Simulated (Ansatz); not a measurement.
# One shape, several levels: SiH4O (silanol)

We compute a comparison of 6 runs (HF/STO-3G, BHLYP/STO-3G, CAM-B3LYP/STO-3G, PBE/STO-3G, RPA@PBE/STO-3G, FCI/STO-3G) of SiH4O (silanol). 

Program for the calculation: Ansatz 0.2.0.

47 further runs of the same task are left out: 47 set aside as unsound or not needed.

## (1) The molecule

SiH4O: 6 atoms, total charge 0, spin state singlet. SMILES: `O[SiH3]`. The H5–Si2 distance was set to 3.701 Å, away from the relaxed value. At this shape a bond of the SMILES string is far longer than usual.

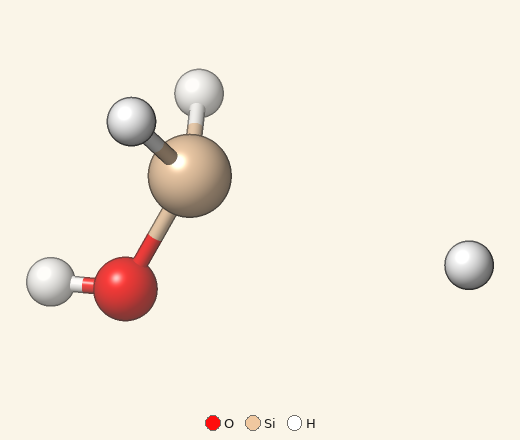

Viewed from a chosen angle; oxygen red, silicon light orange, hydrogen white.

## (2) The energy at HF/STO-3G (run 1)

Input file job.yaml:

```yaml
basis:
  gaussian: {orbitals: STO-3G}
crystal:
  periodic: [false, false, false]
  atoms:
    - {symbol: O, position_ang: [-1.007610, -2.107907, 1.451906]}
    - {symbol: Si, position_ang: [-1.680010, -0.731107, 0.845906]}
    - {symbol: H, position_ang: [-1.575210, -2.706807, 1.937606]}
    - {symbol: H, position_ang: [-2.772610, -1.031907, -0.119894]}
    - {symbol: H, position_ang: [1.060500, 1.064900, -0.875600]}
    - {symbol: H, position_ang: [-2.246610, 0.124793, 1.924606]}
hamiltonian: {xc: hf}
accuracy: high
```

The run is started by

```console
$ ansatz run job.yaml --threads 1 --pin off --max-ram 2610MiB --events-out events.jsonl --progress --plain --runs-dir runs
```

Standard output:

```text
Warning: RAYON_NUM_THREADS=1 ignored (pool sized by the plan → 1); use --threads N
Functional definition: HF
  name "HF"
  exchange = exact_x
  correlation = 0
307 factors; integrals over basis functions are off by at most 3.0e-8 eV
mean field evaluation 1: about -9827.5759 eV, gradient 2.2e1 eV
mean field evaluation 2: about -9827.5989 eV, gradient 2.2e1 eV
mean field evaluation 4: about -9830.0663 eV, gradient 1.2e1 eV
mean field evaluation 8: about -9833.7563 eV, gradient 2.0e0 eV
mean field evaluation 16: about -9833.7854 eV, gradient 1.7e-7 eV
mean field -9833.78539472 eV, -361.3849476769 hartree, gradient 2.3e-8 eV, S^2 0.000000; 0 other end points of the search recorded, 0 dependent functions left out
reference -9833.78539472 eV, -361.3849476769 hartree; 13, 13 occupied and 5, 5 virtual orbitals, 307 factors
Total energy: -9833.78539472 eV, -361.3849476769 hartree
```

Wall time 0.08 s (1 thread of Arm Neoverse V2, shared host).

## (3) The energy at BHLYP/STO-3G (run 2)

Input file input.yaml:

```yaml
crystal:
  periodic: [false, false, false]
  atoms:
    - {symbol: O, position_ang: [-1.007610, -2.107907, 1.451906]}
    - {symbol: Si, position_ang: [-1.680010, -0.731107, 0.845906]}
    - {symbol: H, position_ang: [-1.575210, -2.706807, 1.937606]}
    - {symbol: H, position_ang: [-2.772610, -1.031907, -0.119894]}
    - {symbol: H, position_ang: [1.060500, 1.064900, -0.875600]}
    - {symbol: H, position_ang: [-2.246610, 0.124793, 1.924606]}
basis:
  gaussian: {orbitals: STO-3G}
hamiltonian: {xc: {name: BHLYP}}
accuracy: high
```

The run is started by

```console
$ ansatz run input.yaml --threads 1 --pin off --max-ram 2610MiB --events-out events.jsonl --progress --plain --runs-dir runs
```

Standard output:

```text
Warning: RAYON_NUM_THREADS=1 ignored (pool sized by the plan → 1); use --threads N
Functional definition: BHLYP
  name "BHLYP"
  parameter a = 0.5
  exchange = (1 - a)*b88_x + a*exact_x
  correlation = lyp_c
307 factors; integrals over basis functions are off by at most 3.0e-8 eV
mean field evaluation 1: about -9851.5641 eV, gradient 2.4e1 eV
mean field evaluation 2: about -9847.1677 eV, gradient 2.7e1 eV
mean field evaluation 4: about -9859.6244 eV, gradient 6.3e0 eV
mean field evaluation 8: about -9859.8993 eV, gradient 2.3e-1 eV
mean field evaluation 16: about -9859.8996 eV, gradient 2.1e-6 eV
mean field -9859.89963772 eV, -362.3446284063 hartree, gradient 6.5e-9 eV, S^2 0.000000; 0 other end points of the search recorded, 0 dependent functions left out
reference -9859.89965895 eV, -362.3446291864 hartree; 13, 13 occupied and 5, 5 virtual orbitals, 307 factors
Total energy: -9859.89965895 eV, -362.3446291864 hartree
```

It took 0.83 s on 1 thread of Arm Neoverse V2, shared host; peak memory 0.091 GiB.

Run 3 isn't shown in full; the table further down has it.

## (4) A single-point energy at PBE/STO-3G (run 4)

Input file molecule.yaml:

```yaml
crystal:
  periodic: [false, false, false]
  atoms:
    - {symbol: O, position_ang: [-1.007610, -2.107907, 1.451906]}
    - {symbol: Si, position_ang: [-1.680010, -0.731107, 0.845906]}
    - {symbol: H, position_ang: [-1.575210, -2.706807, 1.937606]}
    - {symbol: H, position_ang: [-2.772610, -1.031907, -0.119894]}
    - {symbol: H, position_ang: [1.060500, 1.064900, -0.875600]}
    - {symbol: H, position_ang: [-2.246610, 0.124793, 1.924606]}
basis:
  gaussian:
    orbitals: STO-3G
hamiltonian:
  xc: {name: PBE}
accuracy: high
```

The run is started by

```console
$ ansatz run molecule.yaml --threads 1 --pin off --max-ram 2610MiB --events-out events.jsonl --progress --plain --runs-dir runs
```

Standard output:

```text
Warning: RAYON_NUM_THREADS=1 ignored (pool sized by the plan → 1); use --threads N
Functional definition: PBE
  name "PBE"
  parameter kappa = 0.804
  parameter beta = 0.06672455060314922
  exchange = pbe_x(kappa = kappa, mu = beta*pi^2/3)
  correlation = pbe_c(beta = beta)
307 factors; integrals over basis functions are off by at most 3.0e-8 eV
mean field evaluation 1: about -9844.6879 eV, gradient 2.8e1 eV
mean field evaluation 2: about -9835.2318 eV, gradient 5.0e1 eV
mean field evaluation 4: about -9846.7137 eV, gradient 1.4e1 eV
mean field evaluation 8: about -9848.3639 eV, gradient 1.7e1 eV
mean field evaluation 16: about -9855.4772 eV, gradient 1.4e-8 eV
mean field -9855.47718549 eV, -362.1821062845 hartree, gradient 1.6e-8 eV, S^2 0.000000; 0 other end points of the search recorded, 0 dependent functions left out
reference -9855.47718764 eV, -362.1821063636 hartree; 13, 13 occupied and 5, 5 virtual orbitals, 307 factors
Total energy: -9855.47718764 eV, -362.1821063636 hartree
```

Run time: 1.1 s. Hardware: 1 thread of Arm Neoverse V2, shared host; peak memory 0.092 GiB.

Run 5 isn't shown in full; the table further down has it.

## (5) A single-point energy at FCI/STO-3G (run 6)

Input file run.yaml:

```yaml
crystal:
  periodic: [false, false, false]
  atoms:
    - {symbol: O, position_ang: [-1.007610, -2.107907, 1.451906]}
    - {symbol: Si, position_ang: [-1.680010, -0.731107, 0.845906]}
    - {symbol: H, position_ang: [-1.575210, -2.706807, 1.937606]}
    - {symbol: H, position_ang: [-2.772610, -1.031907, -0.119894]}
    - {symbol: H, position_ang: [1.060500, 1.064900, -0.875600]}
    - {symbol: H, position_ang: [-2.246610, 0.124793, 1.924606]}
basis:
  gaussian: {orbitals: STO-3G}
correlation: {method: fci, frozen_orbitals: {H: 0, O: 1, Si: 5}}
accuracy: high
```

The run is started by

```console
$ ansatz run run.yaml --threads 1 --pin off --max-ram 2610MiB --events-out events.jsonl --progress --plain --runs-dir runs
```

Standard output, shortened:

```text
Warning: RAYON_NUM_THREADS=1 ignored (pool sized by the plan → 1); use --threads N
[... 2 set-up lines as earlier in the session ...]
[...]
307 factors; integrals over basis functions are off by at most 3.0e-8 eV
[...]
mean field -9833.78539472 eV, -361.3849476769 hartree, gradient 2.3e-8 eV, S^2 0.000000; 1 other end points of the search recorded, 0 dependent functions left out; unrestricted orbitals would lower it
[...]
unrestricted determinant -9839.39816726 eV, -361.5912132632 hartree, S^2 0.9995
6 core orbitals not correlated: weight in the atoms' cores, before any rotation towards them, 1.000 or more for the frozen orbitals, at most 0.000 for the correlated occupied ones
reference -9833.78539472 eV, -361.3849476769 hartree; 7, 7 occupied and 5, 5 virtual orbitals, 307 factors
state -9841.83790693 eV, -361.6808720422 hartree
Total energy: -9841.83790693 eV, -361.6808720422 hartree
```

It took 2.8 s on 1 thread of Arm Neoverse V2, shared host; peak memory 0.11 GiB.

## (6) The series

```tsv
run	level	frozen core orbitals	energy (Eh)	wall time
1	HF/STO-3G	–	-361.384948	0.08 s
2	BHLYP/STO-3G	–	-362.344629	0.83 s
3	CAM-B3LYP/STO-3G	–	-362.326467	1.1 s
4	PBE/STO-3G	–	-362.182106	1.1 s
5	RPA@PBE/STO-3G	6	-361.695855	2.1 s
6	FCI/STO-3G	6	-361.680872	2.8 s
```

## (7) Results

| quantity | value |
| --- | --- |
| run 6: total energy | -361.68087 Eh |
| run 6: correlation energy (6 core orbitals frozen) | -295.9 mEh |

**Reading.** Against full CI in this basis: HF +295.9 mEh. Totals of different functionals can't be ranked against each other. In run 5 the log says that unrestricted orbitals would lower the reference, so the values rest on an unstable closed-shell determinant (other closed-shell runs at this shape may share the fault). In runs 1, 2, 3, 4, 5, 6 the basis is minimal, so the values are rough. In runs 1, 2, 3, 4, 5 a closed-shell determinant meets a far-stretched bond, which it describes badly. All runs together took 8 s, the longest 2.8 s.
